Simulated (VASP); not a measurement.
# MnS (Rambergite): structure and properties in VASP, part 4 of 7

What structure does MnS (Rambergite) take at this level, and what are its properties? The start is a cell from a database of measured crystal structures.

VASP 6.6.1, plane waves and PAW; the level of theory is named at each step.

So far, gap on the k-mesh (eV): step 2 (magnetic order: ferromagnetic) 0.747; step 3 (magnetic order: antiferromagnetic within the cell) 1.63; step 6 (magnetic order: antiferromagnetic, q = (1/2, 1/2, 0)) 2.44.

The database entry behind the starting cell differs from later determinations by our own check (about 0.3 % short against later determinations), so it need not match the best structure at ambient conditions.

## Step 8: Relaxing cell and atoms (r2SCAN)

This step: r2SCAN, spin-polarised from an antiferromagnetic start; plane waves and PAW (Mn_pv, S) (VASP 6.6.1).

The start need not lie at this functional's minimum. ISIF = 3 frees volume, shape and positions, and EDIFFG sets the threshold on forces and stress at which the search stops.

INCAR reads:

```
SYSTEM = MnS
PREC = Accurate
ENCUT = 400
EDIFF = 1E-06
NELM = 100
ISMEAR = 0
SIGMA = 0.05
LREAL = .FALSE.
ALGO = Normal
METAGGA = R2SCAN
LASPH = .TRUE.
NBANDS = 51
ISPIN = 2
MAGMOM = 4.33 -4.33 4.33 -4.33 0 -0 0 -0
LMAXMIX = 4
LORBIT = 11
LWAVE = .FALSE.
LCHARG = .FALSE.
KPAR = 8
IBRION = 2
NSW = 60
ISIF = 3
EDIFFG = -0.01
```

POSCAR reads:

```
MnS
1.0
    7.9520000000      0.0000000000      0.0000000000
    1.9880000000      3.4433170054      0.0000000000
    0.0000000000      0.0000000000      6.4320000000
Mn S
4 4
Direct
    0.8333333333      0.6666666667      0.0000000000
    0.3333333333      0.6666666667      0.0000000000
    0.1666666667      0.3333333333      0.5000000000
    0.6666666667      0.3333333333      0.5000000000
    0.8333333333      0.6666666667      0.3850000000
    0.3333333333      0.6666666667      0.3850000000
    0.1666666667      0.3333333333      0.8850000000
    0.6666666667      0.3333333333      0.8850000000
```

KPOINTS reads:

```
Automatic mesh
0
Gamma
6 6 3
0 0 0
```

Potentials, in the order of the species: Mn_pv and S (PBE family, release 64).

Started as:

```
> mpirun -np 8 vasp_std
```

The log of the run:

```text
[... set-up lines as in an earlier step ...]
 entering main loop
       N       E                     dE             d eps       ncg     rms          rms(c)
DAV:   1     0.705255679759E+03    0.70526E+03   -0.36996E+04  7576   0.131E+03
DAV:   2    -0.395895399949E+02   -0.74485E+03   -0.71098E+03  6733   0.404E+02
DAV:   3    -0.115361647019E+03   -0.75772E+02   -0.74133E+02  8272   0.130E+02
DAV:   4    -0.118462188964E+03   -0.31005E+01   -0.30861E+01  7989   0.247E+01
DAV:   5    -0.118524990823E+03   -0.62802E-01   -0.62765E-01  7842   0.428E+00    0.209E+01
DAV:   6    -0.995150107974E+02    0.19010E+02   -0.61106E+01  8185   0.578E+01    0.263E+01
DAV:   7    -0.100311390959E+03   -0.79638E+00   -0.50079E+00  7205   0.150E+01    0.155E+01
DAV:   8    -0.100197709227E+03    0.11368E+00   -0.71791E-01  8020   0.819E+00    0.915E+00
DAV:   9    -0.100225853334E+03   -0.28144E-01   -0.39768E-01  7663   0.437E+00    0.197E+00
DAV:  10    -0.100217265962E+03    0.85874E-02   -0.86320E-02  7720   0.277E+00    0.543E-01
DAV:  11    -0.100219707129E+03   -0.24412E-02   -0.99914E-03  7929   0.476E-01    0.269E-01
DAV:  12    -0.100220291772E+03   -0.58464E-03   -0.12413E-03  7552   0.271E-01    0.139E-01
DAV:  13    -0.100220749001E+03   -0.45723E-03   -0.48716E-04  6900   0.135E-01    0.112E-01
DAV:  14    -0.100220733963E+03    0.15038E-04   -0.20884E-05  7078   0.249E-02    0.737E-02
DAV:  15    -0.100220719092E+03    0.14871E-04   -0.66689E-05  8042   0.505E-02    0.188E-02
DAV:  16    -0.100220712638E+03    0.64542E-05   -0.67722E-06  6402   0.172E-02    0.559E-03
DAV:  17    -0.100220708331E+03    0.43068E-05   -0.42580E-07  3804   0.445E-03    0.141E-03
DAV:  18    -0.100220706073E+03    0.22579E-05   -0.83024E-08  3702   0.145E-03    0.917E-04
DAV:  19    -0.100220703879E+03    0.21940E-05   -0.31245E-08  3660   0.993E-04    0.300E-04
DAV:  20    -0.100220703704E+03    0.17521E-06   -0.80415E-09  3636   0.628E-04
   1 F= -.10022070E+03 E0= -.10022070E+03  d E =-.100221E+03  mag=    -0.0000
 curvature:   0.00 expect dE= 0.000E+00 dE for cont linesearch  0.000E+00
 trial: gam= 0.00000 g(F)=  0.237E-01 g(S)=  0.899E-01 ort = 0.000E+00 (trialstep = 0.100E+01)
 search vector abs. value=  0.114E+00
 bond charge predicted
       N       E                     dE             d eps       ncg     rms          rms(c)
DAV:   1    -0.101475930815E+03   -0.12552E+01   -0.30820E+01  7592   0.623E+01    0.117E+01
DAV:   2    -0.100216555815E+03    0.12594E+01   -0.60106E+00  7590   0.231E+01    0.903E+00
DAV:   3    -0.100327362578E+03   -0.11081E+00   -0.51313E-01  7330   0.427E+00    0.232E+00
DAV:   4    -0.100289797561E+03    0.37565E-01   -0.88457E-02  8000   0.164E+00    0.136E+00
DAV:   5    -0.100280596378E+03    0.92012E-02   -0.36217E-02  7234   0.108E+00    0.888E-01
DAV:   6    -0.100279078726E+03    0.15177E-02   -0.46457E-03  6977   0.389E-01    0.406E-01
DAV:   7    -0.100279324816E+03   -0.24609E-03   -0.99456E-04  7660   0.218E-01    0.134E-01
DAV:   8    -0.100279191088E+03    0.13373E-03   -0.26593E-04  7624   0.967E-02    0.563E-02
DAV:   9    -0.100279130587E+03    0.60501E-04   -0.20403E-05  7352   0.336E-02    0.289E-02
DAV:  10    -0.100279137942E+03   -0.73551E-05   -0.44076E-06  6386   0.145E-02    0.559E-03
DAV:  11    -0.100279125842E+03    0.12100E-04   -0.45318E-07  3726   0.621E-03    0.317E-03
DAV:  12    -0.100279126525E+03   -0.68296E-06   -0.44030E-07  3660   0.330E-03
   2 F= -.10027913E+03 E0= -.10027913E+03  d E =-.584228E-01  mag=     0.0000
[... from here on, the cycles between the ionic steps are left out ...]
   3 F= -.10027917E+03 E0= -.10027917E+03  d E =-.584649E-01  mag=     0.0000
   4 F= -.10027911E+03 E0= -.10027911E+03  d E =-.584094E-01  mag=     0.0000
   5 F= -.10028271E+03 E0= -.10028271E+03  d E =-.359812E-02  mag=     0.0000
   6 F= -.10028560E+03 E0= -.10028560E+03  d E =-.648289E-02  mag=     0.0000
   7 F= -.10028815E+03 E0= -.10028815E+03  d E =-.255519E-02  mag=     0.0000
   8 F= -.10029061E+03 E0= -.10029061E+03  d E =-.501867E-02  mag=    -0.0000
   9 F= -.10029118E+03 E0= -.10029118E+03  d E =-.558210E-02  mag=     0.0000
  10 F= -.10029170E+03 E0= -.10029170E+03  d E =-.609923E-02  mag=    -0.0000
  11 F= -.10029170E+03 E0= -.10029170E+03  d E =-.610728E-02  mag=    -0.0000
 curvature:  -1.94 expect dE=-0.706E-03 dE for cont linesearch -0.159E-06
 trial: gam= 0.18953 g(F)=  0.199E-03 g(S)=  0.164E-03 ort = 0.318E-04 (trialstep = 0.813E+00)
 search vector abs. value=  0.819E-03
 bond charge predicted
       N       E                     dE             d eps       ncg     rms          rms(c)
DAV:   1    -0.100289788561E+03    0.19149E-02   -0.74352E-02  8771   0.500E+00    0.291E-01
DAV:   2    -0.100291975657E+03   -0.21871E-02   -0.22685E-02  6824   0.100E+00    0.159E-01
DAV:   3    -0.100291941680E+03    0.33978E-04   -0.84066E-04  8264   0.213E-01    0.833E-02
DAV:   4    -0.100291966416E+03   -0.24736E-04   -0.83130E-05  8949   0.649E-02    0.490E-02
DAV:   5    -0.100291940353E+03    0.26063E-04   -0.30321E-05  8696   0.447E-02    0.203E-02
DAV:   6    -0.100291931939E+03    0.84137E-05   -0.92361E-06  7246   0.229E-02    0.113E-02
DAV:   7    -0.100291933995E+03   -0.20557E-05   -0.10328E-06  3582   0.653E-03    0.613E-03
DAV:   8    -0.100291929515E+03    0.44796E-05   -0.46410E-07  3468   0.432E-03    0.221E-03
DAV:   9    -0.100291928485E+03    0.10302E-05   -0.12321E-07  3438   0.228E-03    0.130E-03
DAV:  10    -0.100291928576E+03   -0.90444E-07   -0.36153E-08  3420   0.141E-03
  12 F= -.10029193E+03 E0= -.10029193E+03  d E =-.225325E-03  mag=    -0.0000
 trial-energy change:   -0.000225  1 .order   -0.000188   -0.000301   -0.000076
 step:   0.9406(harm=  1.0869)  dis= 0.00176  next Energy=  -100.291935 (dE=-0.231E-03)
 reached required accuracy - stopping structural energy minimisation
```

The job ended after 21 min (8 MPI ranks of AMD EPYC 9R45, shared host; peak memory 3.8 GiB; 2.6 h of CPU time).

From OUTCAR (step 8):

```text
   k-points           NKPTS =     32   k-points in BZ     NKDIM =     32   number of bands    NBANDS=     51

   NELECT =      76.0000    total number of electrons

 E-fermi :   3.8022

 spin component 1
 k-point     1 :       0.0000    0.0000    0.0000
  band No.  band energies     occupation
    ...
     34       2.9191      1.00000
     35       3.1868      1.00000
     36       3.1992      1.00000
     37       3.4557      1.00000
     38       3.4853      1.00000
     39       5.9475      0.00000
     40       6.4336      0.00000
     41       6.4679      0.00000
     42       6.6773      0.00000
     43       6.7294      0.00000
    ...

 k-point     2 :       0.1667    0.0000    0.0000
  band No.  band energies     occupation
    ...
     34       2.7925      1.00000
     35       3.1571      1.00000
     36       3.2407      1.00000
     37       3.4039      1.00000
     38       3.5133      1.00000
     39       6.0088      0.00000
     40       6.4644      0.00000
     41       6.4778      0.00000
     42       6.6731      0.00000
     43       6.7838      0.00000
    ...

  Total        0.0168542      0.0344823     -0.0416273      0.0152663      0.0000000      0.0000000
  in kB        0.1587291      0.3247456     -0.3920364      0.1437745      0.0000000      0.0000000
  external PRESSURE =       0.0304795 kB  Pullay stress =       0.0000000 kB

 POSITION                                       TOTAL-FORCE (eV/Angst)
 -----------------------------------------------------------------------------------
      7.80427      2.30465      0.03622        -0.005134      0.002964      0.006903
      3.90463      2.28596      0.03622        -0.005134      0.002964      0.006903
      1.96101      1.13796      3.24793         0.005134     -0.002964      0.006903
      5.86065      1.15665      3.24793         0.005134     -0.002964      0.006903
      7.81066      2.30096      2.43680         0.001628     -0.000940     -0.006903
      3.91102      2.28227      2.43680         0.001628     -0.000940     -0.006903
      1.95462      1.14165      5.64851        -0.001628      0.000940     -0.006903
      5.85426      1.16034      5.64851        -0.001628      0.000940     -0.006903
 -----------------------------------------------------------------------------------
    total drift:                               -0.000000     -0.000001      0.090454

  FREE ENERGIE OF THE ION-ELECTRON SYSTEM (eV)
  ---------------------------------------------------
  free  energy   TOTEN  =      -100.2919285756 eV

  energy  without entropy=     -100.2919285756  energy(sigma->0) =     -100.29192858

 reached required accuracy - stopping structural energy minimisation

 magnetization (x)
# of ion       s       p       d       tot
------------------------------------------
    1        0.028   0.046   4.213   4.287
    2       -0.028  -0.046  -4.213  -4.287
    3        0.028   0.046   4.213   4.287
    4       -0.028  -0.046  -4.213  -4.287
    5       -0.001  -0.002   0.000  -0.002
    6        0.001   0.002   0.000   0.002
    7       -0.001  -0.002   0.000  -0.002
    8        0.001   0.002   0.000   0.002
--------------------------------------------------
tot          0.000   0.000   0.000   0.000

[... 6 parts as in an earlier step ...]

[... 10 further parts left out ...]
```

The magnetic order is the lowest of the few collinear ones that converged above; longer or canted patterns were not tried. The cell is doubled for it, so bands and modes from the zone boundary of the chemical cell fold onto Γ and the labels are those of the larger cell. The run keeps the 4 symmetry operations of its start, so it cannot find a distortion of lower symmetry.

Relaxation path:

```csv
step,energy less that of the first step (eV),largest force (eV/Å),pressure (GPa),volume (Å³)
1,0.0000,0.2504,-1.90,176.12
2,-0.0584,0.0882,0.26,169.54
3,-0.0585,0.0946,0.18,169.81
4,-0.0584,0.0978,0.13,169.93
5,-0.0620,0.0561,0.00,170.19
6,-0.0649,0.0240,-0.17,170.70
7,-0.0674,0.0134,-0.13,170.58
8,-0.0699,0.0097,-0.08,170.41
9,-0.0705,0.0328,0.01,170.06
10,-0.0710,0.0236,-0.03,170.23
11,-0.0710,0.0240,-0.02,170.22
12,-0.0712,0.0091,0.00,170.12
```

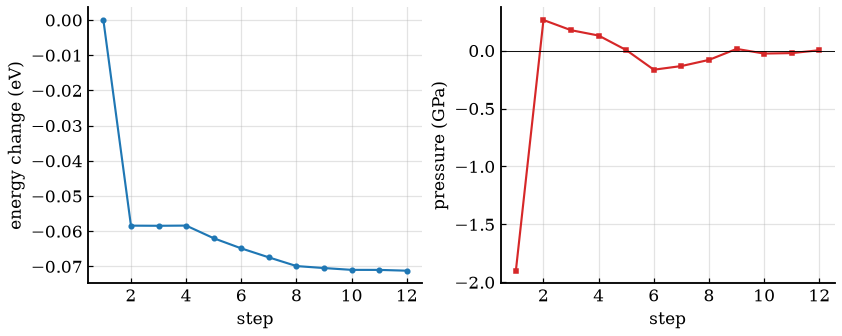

Energy and pressure along the relaxation.

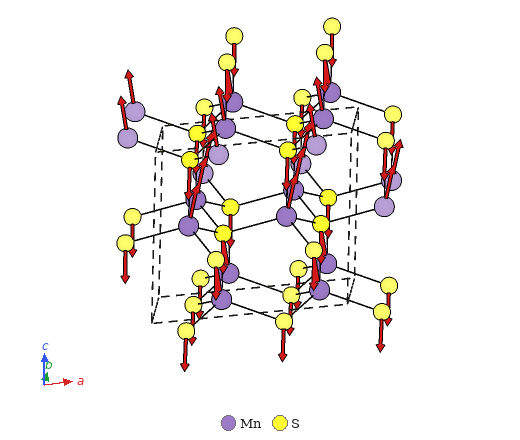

Displacements in the relaxation, exaggerated, measured against the changing cell; the longest in the cell stands for 0.04 Å. 1×2×1 cells are drawn. Some periodic images of atoms are drawn too.

```csv
cell as run,before,after,change
a (Å),7.952,7.799,-1.9 %
b (Å),3.976,3.932,-1.1 %
c (Å),6.432,6.423,-0.1 %
γ (°),60.00,59.73,-0.5 %
volume (Å³/atom),22.01,21.27,-3.4 %
```

The atoms that moved most (Å, as changes of fractional coordinates times the final cell):

```csv
atom,dx,dy,dz,length
Mn1,-0.006,0.003,0.036,0.037
Mn2,-0.006,0.003,0.036,0.037
Mn4,0.006,-0.003,0.036,0.037
Mn3,0.006,-0.003,0.036,0.037
S6,0.001,0.000,-0.036,0.036
S5,0.001,0.000,-0.036,0.036
S7,-0.001,0.000,-0.036,0.036
S8,-0.001,0.000,-0.036,0.036
```

Final coordinates:

```xyz
8
Lattice="7.7993 0.0374 0.0000 1.9660 3.4052 0.0000 0.0000 0.0000 6.4234" Properties=species:S:1:pos:R:3 pbc="T T T"
Mn    7.8043    2.3046    0.0362
Mn    3.9046    2.2860    0.0362
Mn    1.9610    1.1380    3.2479
Mn    5.8607    1.1566    3.2479
S     7.8107    2.3010    2.4368
S     3.9110    2.2823    2.4368
S     1.9546    1.1416    5.6485
S     5.8543    1.1603    5.6485
```

A gap read on the k-mesh alone can miss the band edges.

Numbers from this step:

* irreducible k-points: 32
* free energy (TOTEN): -100.2919 eV
* Fermi energy: 3.802 eV
* pressure: 0.003048 GPa
* valence top at k: 0.5, 0, 0
* conduction bottom at k: 0, 0, 0
* least direct gap at k: 0, 0, 0
* SCF cycles over all ionic steps: 130
* gap on the k-mesh: 2.417 eV
* least direct gap on the k-mesh: 2.462 eV

Spin moment in the PAW sphere by atom:

```csv
atom,spin moment in the PAW sphere (μB)
Mn1,4.29
Mn2,-4.29
Mn3,4.29
Mn4,-4.29
S5,0.00
S6,0.00
S7,0.00
S8,0.00
```

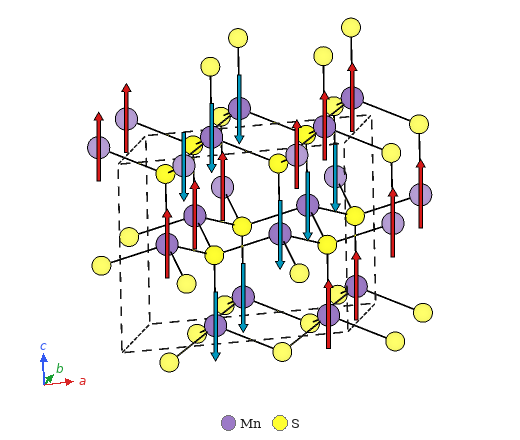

Spin moment in the PAW sphere as arrows, the longest 4.29 μB. Up and down stand for the sign. Arrows give size and sign along the axis of quantisation, drawn up and down the page. The two directions have two colours. 1×2×1 cells are drawn. Some periodic images of atoms are drawn too.

It ends with a largest force of 0.009 eV/Å and a pressure of 0.00 GPa.

## Step 9: Second relaxation

The basis stayed that of the start cell while the cell moved. A rerun from the cell reached resets it; the error of the finite cutoff stays.

INCAR is that of step 8.

POSCAR reads:

```
MnS
1.0
    7.7992791192      0.0373804432      0.0000000000
    1.9660059865      3.4052222566      0.0000000000
    0.0000000000      0.0000000000      6.4234213796
Mn S
4 4
Direct
    0.8323392512      0.6676607488      0.0056383006
    0.3323392512      0.6676607488      0.0056383006
    0.1676607488      0.3323392512      0.5056383006
    0.6676607488      0.3323392512      0.5056383006
    0.8334347064      0.6665652936      0.3793616994
    0.3334347064      0.6665652936      0.3793616994
    0.1665652936      0.3334347064      0.8793616994
    0.6665652936      0.3334347064      0.8793616994
```

KPOINTS is that of step 8.

Started as:

```
> mpirun -np 8 vasp_std
```

The log of the run:

```text
[... set-up lines as in an earlier step ...]
 entering main loop
       N       E                     dE             d eps       ncg     rms          rms(c)
DAV:   1     0.712046026816E+03    0.71205E+03   -0.36999E+04  7584   0.132E+03
DAV:   2    -0.394250350735E+02   -0.75147E+03   -0.71893E+03  6693   0.407E+02
DAV:   3    -0.115431671111E+03   -0.76007E+02   -0.74171E+02  8265   0.131E+02
DAV:   4    -0.118546267967E+03   -0.31146E+01   -0.31001E+01  7976   0.247E+01
DAV:   5    -0.118608546670E+03   -0.62279E-01   -0.62238E-01  7935   0.427E+00    0.218E+01
DAV:   6    -0.996154287742E+02    0.18993E+02   -0.61943E+01  8207   0.587E+01    0.268E+01
DAV:   7    -0.100369280607E+03   -0.75385E+00   -0.51748E+00  7232   0.159E+01    0.157E+01
DAV:   8    -0.100259051850E+03    0.11023E+00   -0.80099E-01  8197   0.830E+00    0.918E+00
DAV:   9    -0.100282836140E+03   -0.23784E-01   -0.39082E-01  7604   0.418E+00    0.209E+00
DAV:  10    -0.100272976654E+03    0.98595E-02   -0.93090E-02  7658   0.283E+00    0.503E-01
DAV:  11    -0.100275633654E+03   -0.26570E-02   -0.95440E-03  7892   0.474E-01    0.242E-01
DAV:  12    -0.100275999754E+03   -0.36610E-03   -0.12071E-03  7937   0.272E-01    0.135E-01
DAV:  13    -0.100276431166E+03   -0.43141E-03   -0.44187E-04  6906   0.121E-01    0.111E-01
DAV:  14    -0.100276419175E+03    0.11991E-04   -0.17444E-05  6956   0.228E-02    0.720E-02
DAV:  15    -0.100276414271E+03    0.49041E-05   -0.49587E-05  7645   0.433E-02    0.177E-02
DAV:  16    -0.100276424224E+03   -0.99527E-05   -0.41559E-06  5983   0.139E-02    0.386E-03
DAV:  17    -0.100276417579E+03    0.66440E-05   -0.26248E-07  3801   0.414E-03    0.143E-03
DAV:  18    -0.100276415366E+03    0.22132E-05   -0.93015E-08  3705   0.164E-03    0.638E-04
DAV:  19    -0.100276413483E+03    0.18828E-05   -0.25760E-08  3696   0.819E-04    0.184E-04
DAV:  20    -0.100276413828E+03   -0.34412E-06   -0.39470E-09  3654   0.361E-04
   1 F= -.10027641E+03 E0= -.10027641E+03  d E =-.100276E+03  mag=     0.0000
 curvature:   0.00 expect dE= 0.000E+00 dE for cont linesearch  0.000E+00
 trial: gam= 0.00000 g(F)=  0.275E-04 g(S)=  0.202E-04 ort = 0.000E+00 (trialstep = 0.100E+01)
 search vector abs. value=  0.477E-04
 reached required accuracy - stopping structural energy minimisation
```

Run time: 3 min. Hardware: 8 MPI ranks; peak memory 3.6 GiB.

OUTCAR, selected parts (step 9):

```text
   ENCUT  =  400.0 eV  29.40 Ry    5.42 a.u.  12.72  6.41 10.47*2*pi/ulx,y,z

   NELECT =      76.0000    total number of electrons

 E-fermi :   3.8021

 spin component 1
 k-point     1 :       0.0000    0.0000    0.0000
  band No.  band energies     occupation
    ...
     34       2.9192      1.00000
     35       3.1870      1.00000
     36       3.1995      1.00000
     37       3.4559      1.00000
     38       3.4854      1.00000
     39       5.9480      0.00000
     40       6.4339      0.00000
     41       6.4684      0.00000
     42       6.6775      0.00000
     43       6.7298      0.00000
    ...

 k-point     2 :       0.1667    0.0000    0.0000
  band No.  band energies     occupation
    ...
     34       2.7926      1.00000
     35       3.1574      1.00000
     36       3.2410      1.00000
     37       3.4041      1.00000
     38       3.5135      1.00000
     39       6.0091      0.00000
     40       6.4648      0.00000
     41       6.4782      0.00000
     42       6.6734      0.00000
     43       6.7841      0.00000
    ...

  Total       -0.0106937      0.0156208     -0.0442201      0.0227890      0.0000000      0.0000000
  in kB       -0.1007111      0.1471128     -0.4164546      0.2146218      0.0000000      0.0000000
  external PRESSURE =      -0.1233510 kB  Pullay stress =       0.0000000 kB

 POSITION                                       TOTAL-FORCE (eV/Angst)
 -----------------------------------------------------------------------------------
      7.80427      2.30465      0.03622        -0.005233      0.003021      0.007162
      3.90463      2.28596      0.03622        -0.005233      0.003021      0.007162
      1.96101      1.13796      3.24793         0.005233     -0.003021      0.007162
      5.86065      1.15665      3.24793         0.005233     -0.003021      0.007162
      7.81066      2.30096      2.43680         0.001576     -0.000910     -0.007162
      3.91102      2.28227      2.43680         0.001576     -0.000910     -0.007162
      1.95462      1.14165      5.64851        -0.001576      0.000910     -0.007162
      5.85426      1.16034      5.64851        -0.001576      0.000910     -0.007162
 -----------------------------------------------------------------------------------
    total drift:                               -0.000000     -0.000001      0.090059

  FREE ENERGIE OF THE ION-ELECTRON SYSTEM (eV)
  ---------------------------------------------------
  free  energy   TOTEN  =      -100.2764138276 eV

  energy  without entropy=     -100.2764138276  energy(sigma->0) =     -100.27641383

[... 6 parts as in an earlier step ...]

[... 12 further parts left out ...]
```

Little changed from the start: no atom moved by 0.005 Å and no cell edge by 0.1 %.

Numbers from this step:

| Property | Result |
| --- | --- |
| free energy (TOTEN) | -100.2764 eV |
| pressure | -0.01234 GPa |
| SCF cycles over all ionic steps | 20 |
| gap on the k-mesh | 2.418 eV |
| least direct gap on the k-mesh | 2.463 eV |

It ends with a largest force of 0.009 eV/Å and a pressure of -0.01 GPa. The volume moved by under 0.01 %: the run met its threshold at the first step.

[end of part 4 of 7]

[Lines on the potential files, build, host, timing and source positions are cut from VASP's logs without a mark.]

[Logs are printed without paths, hosts, clocks, repeated set-up lines and the standing remarks that a program may print on its own settings, such as how far it seeks lower states.]

[Hosts, paths, dates, database ids (printed as entryN), source tags and the programs' standing remarks are cut or masked in the printed files.]

[A measured line is paired with the nearest computed mode of its activity, which favours agreement.]

[In band tables of VASP the shares of atoms and orbitals are scaled to a sum of 1 inside the atoms' spheres.]
